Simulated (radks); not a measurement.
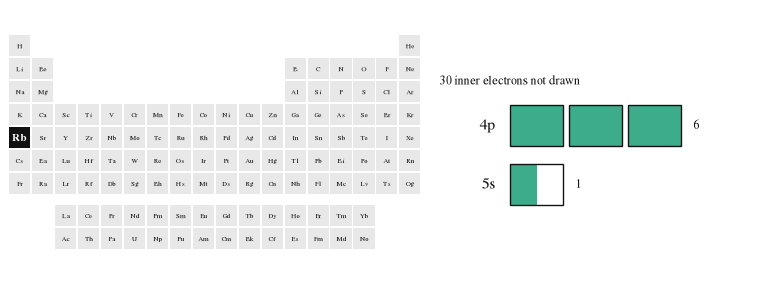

*Left, the place of rubidium in the periodic table; right, the outer shells as the input fills them: a box for each of the 2l + 1 orbitals, shaded by the share of the shell that is filled, with the electron count at the right.*

**Atomic calculation, with input and output: Rb**

System: Rb, configuration [Kr] 5s1.
Method: Dirac Kohn-Sham, BLYP, spin-unpolarised, spherical densities, point nucleus (radks).

**Input**
```
Z 37
configuration [Kr] 5s1
relativity Dirac
functional b88,lyp
spin unpolarised
j_filling energy
nucleus point
c 137.035999084
history 1
mixing 0.2
max_iterations 65
```

Energies in input and log are in hartree, lengths in bohr.

Hardware: 1 thread of Intel Xeon, 108 GiB of memory available, shared host.

The run was one of a batch that the task file lists, launched with:
```bash
python <driver script> task.json out
```

**The program's output**
```
1s1/2   1   2.0000        -552.38578954
2s1/2   1   2.0000         -73.76964899
2p1/2   1   2.0000         -66.91815804
2p3/2   1   4.0000         -64.68278925
3s1/2   1   2.0000         -10.92945840
3p1/2   1   2.0000          -8.47599871
3p3/2   1   4.0000          -8.14009110
3d3/2   1   4.0000          -3.84490670
3d5/2   1   6.0000          -3.78789563
4s1/2   1   2.0000          -1.16305925
4p1/2   1   2.0000          -0.59912355
4p3/2   1   4.0000          -0.56655297
5s1/2   1   1.0000          -0.07960859
Etot -2981.919061751637
Ekin 3067.0370693550058
Encl -7199.569755527929
Eh 1251.884045788017
Exc -101.27042136673013
err 9.707013595804806e-07
it 65
```

**Outcome**

| quantity | value |
| --- | --- |
| outcome | not converged |
| total energy | −2981.9191 hartree |
| kinetic energy | 3067.0371 hartree |
| electron–nucleus energy | −7199.5698 hartree |
| Hartree energy | 1251.8840 hartree |
| exchange–correlation energy | −101.270421 hartree |
| SCF iterations | 65 |

**What went wrong**

A numerical setting was moved from its usual value: mixing history nhist = 1, mixing factor beta = 0.2. The run did not meet its convergence test in 65 iterations, so its last values are not results.
